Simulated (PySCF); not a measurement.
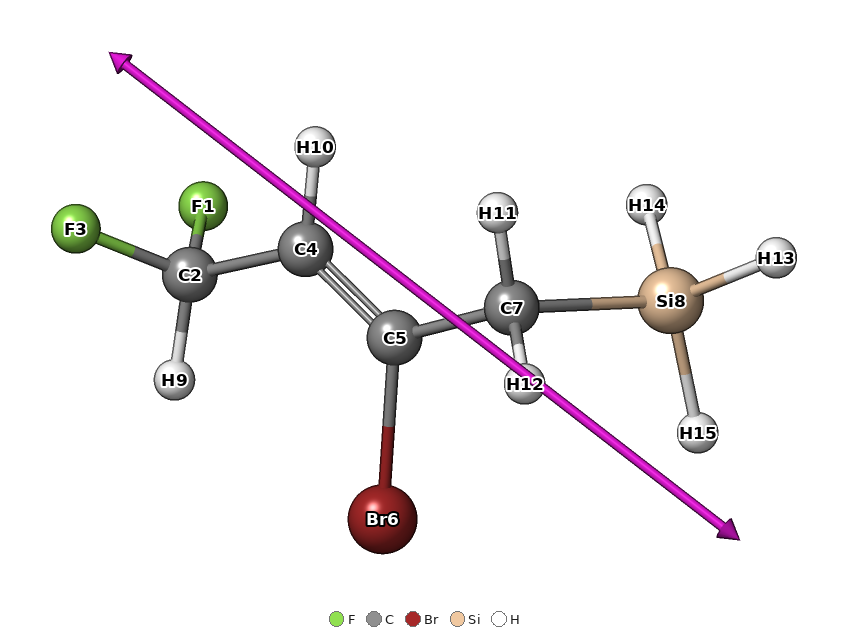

The double arrow shows the direction of the transition dipole to excited singlet state 2 (its length means nothing). The computed structure is the end point of a GFN2-xTB optimisation. No frequency run is at hand to confirm it as a minimum. Level of theory: TDDFT PBE0/def2-SVPD, vertical, gas phase, core orbitals frozen in the response (PySCF 2.14.0).

How is the transition polarised?

Answer. Nearly parallel to the C4–C5 bond.

Give its energy, strength and character.

Answer. 6.06 eV (205 nm), oscillator strength 0.26, mainly HOMO → LUMO (weight 0.93); transition dipole 3.36 D.

The geometry is semi-empirical. Around Br, Si such bond lengths and angles can be off by a tenth of an ångström or more and by several degrees, and values that hang on the shape move with them.
